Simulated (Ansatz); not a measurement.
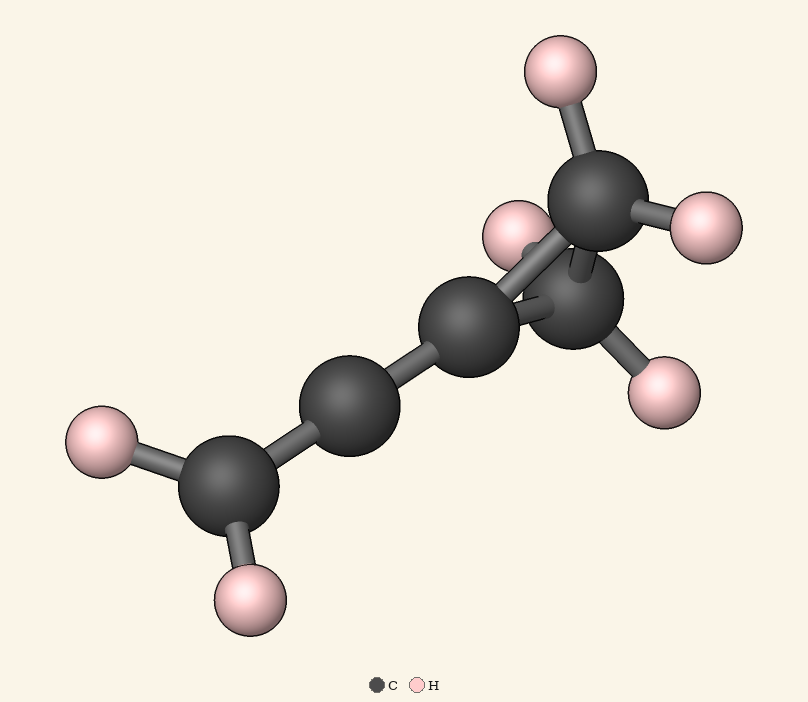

The picture comes from a calculation with Ansatz.

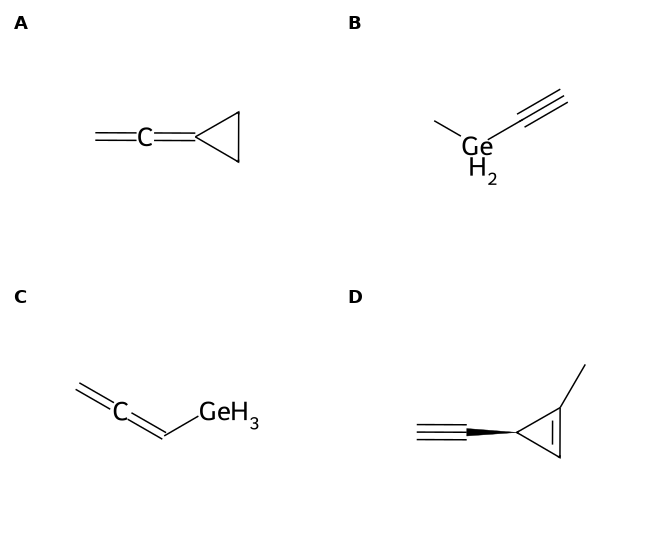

Question: Which structural formula matches the 3D model?

Answer: A, `C=C=C1CC1`.
